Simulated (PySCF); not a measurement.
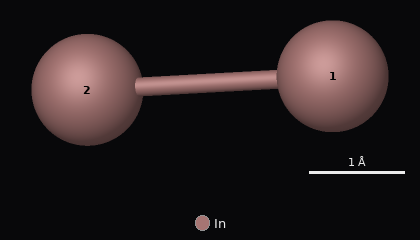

Figure 1. The input geometry (ball-and-stick view, seen at a tilt; atoms are numbered from 1 in the order of the input). Sticks mark near contacts. Bond lengths as drawn: In–In 2.78 Å.

**Run report: In2, single-point calculation**

System: In2, multiplicity 3.
Method: ROKS-pbesol/sbkjc (PySCF 2.14.0).

Some settings of this run were made unusual or wrong on purpose.

## Input file
```python
from pyscf import gto, dft

mol = gto.M(
    atom='In 0 0 0; In 0 0 2.78',
    basis='sbkjc',
    charge=0,
    spin=2,
    symmetry=True,
    verbose=3,
)
mf = dft.ROKS(mol, xc='pbesol')
mf.kernel()
mf.dip_moment()
print('orbital energies (hartree):', mf.mo_energy[..., max(0, mol.nelec[1]-3):mol.nelec[0]+3].round(4))
```

Run on 1 CPU thread, shared host.

Run as:
```bash
OMP_NUM_THREADS=1 python input.py
```

## What the program printed
```
converged SCF energy = -2844.53359571995
Dipole moment(X, Y, Z, Debye):  0.00000,  0.00000,  0.00000
orbital energies (hartree): [-0.2909 -0.2008 -0.2008 -0.182  -0.1324 -0.1157 -0.1157 -0.1099]
```

## Outcome

- outcome: converged
- SCF energy: −2844.533596 hartree
- dipole moment: 0.00 D
- wall time: 10 s

## What went wrong

Some settings of this run were drawn to be unusual or wrong. It converged; results that depend on the unusual settings are not reference values.
